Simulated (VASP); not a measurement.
Band structure of YTe (relaxed from the rock salt structure, space group Fm-3m). These are PBEsol GGA, VASP's PBE PAW potentials (set 64) (plane waves; VASP) values and carry that method's errors.

Unless said otherwise, spin-orbit coupling is left out, though it shifts the bands of the heavy elements here.

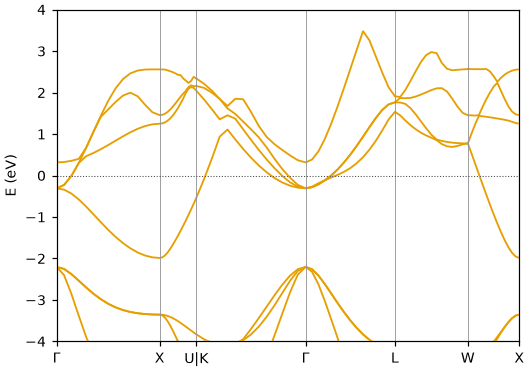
Figure. Bands along high-symmetry lines, zero at the valence-band maximum or, without a gap, the Fermi level

Read the plot: is there a gap, and where are the band edges?

It has no gap at this level: it comes out as a metal or semimetal. (Edges off the drawn lines would not show.)

The structure was generated: YTe was put into the rock salt type (Fm-3m), which need not be its known phase. It was relaxed first, which changed the volume by -37 %. The electron count is odd and the run is not spin-polarised, which forces a metal.
